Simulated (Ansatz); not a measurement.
## Cu (Fm-3m): Drude plasma energy against volume

The cell of Cu (Fm-3m) is scaled evenly and the response computed anew at each volume, on one mesh.

It takes space group Fm-3m (No. 225, cubic). Conventional cell: a = 3.615 Å, b = 3.615 Å, c = 3.615 Å, α = 90.00°, β = 90.00°, γ = 90.00°. Around Cu on site a lie 12 Cu at 2.56 Å.

Method: Ansatz 0.2.0, PBE, independent particles, k-mesh 22×22×22 with interpolation inside its cells, Gaussian parameter 0.1 eV.

Launch of the response step: `ansatz run input.yaml --threads 4 --pin off --max-ram 8192MiB --backend cpu --events-out ev --progress --plain --runs-dir out`. The series took 77 s in all, on 4 threads of Intel(R) Xeon(R) Platinum 8488C (Sapphire Rapids), with other jobs on the host.

| V/V₀ | V (Å³, primitive cell) | Drude plasma energy (eV) |
| --- | --- | --- |
| 0.94 | 11.10 | ? |
| 0.96 | 11.34 | 9.103 |
| 0.98 | 11.57 | 9.019 |
| 1.00 | 11.81 | 8.939 |
| 1.02 | 12.05 | 8.862 |
| 1.04 | 12.28 | 8.789 |
| 1.06 | 12.52 | 8.720 |

For small changes the quantity should be close to linear in ln V.

Working, on the rows shown:

| x = ln(V/V₀) | y = Drude plasma energy |
| --- | --- |
| -0.040822 | 9.103 |
| -0.0202027 | 9.019 |
| 0 | 8.939 |
| 0.0198026 | 8.862 |
| 0.0392207 | 8.789 |
| 0.0582689 | 8.72 |

Means: x̄ = 0.0093779, ȳ = 8.9053. Σ(x − x̄)(y − ȳ) = -0.02659, Σ(x − x̄)² = 0.006873. Slope = -0.02659 / 0.006873 = -3.868; intercept = ȳ − slope · x̄ = 8.9416. The line misses the rows shown by at most 0.0038 eV.

Problem. Predict the last column of the withheld row from the fit.

Solution. At x = -0.061875 the line gives y = 9.181 eV. The run gave 9.191 eV, so the extrapolation is off by 0.01 eV, 2 % of the range in the table.

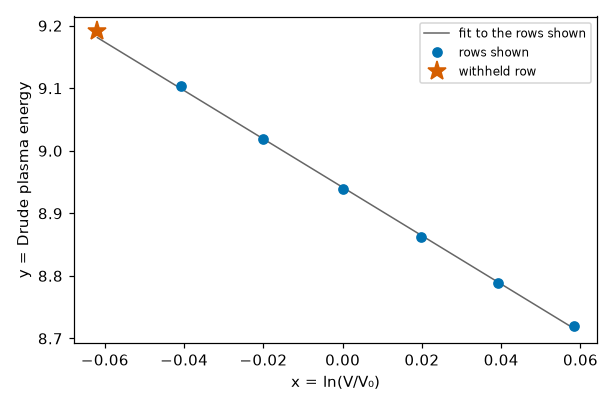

Between the rows on either side of x = 0 the slope is (8.862 − 9.019) / (0.019803 − (-0.020203)) = -3.924. So d ln ωp/d ln V = -0.44; free electrons would give −0.50. The values come from a sum over the points of one k-mesh and carry its error, which is largest for Fermi-surface quantities.
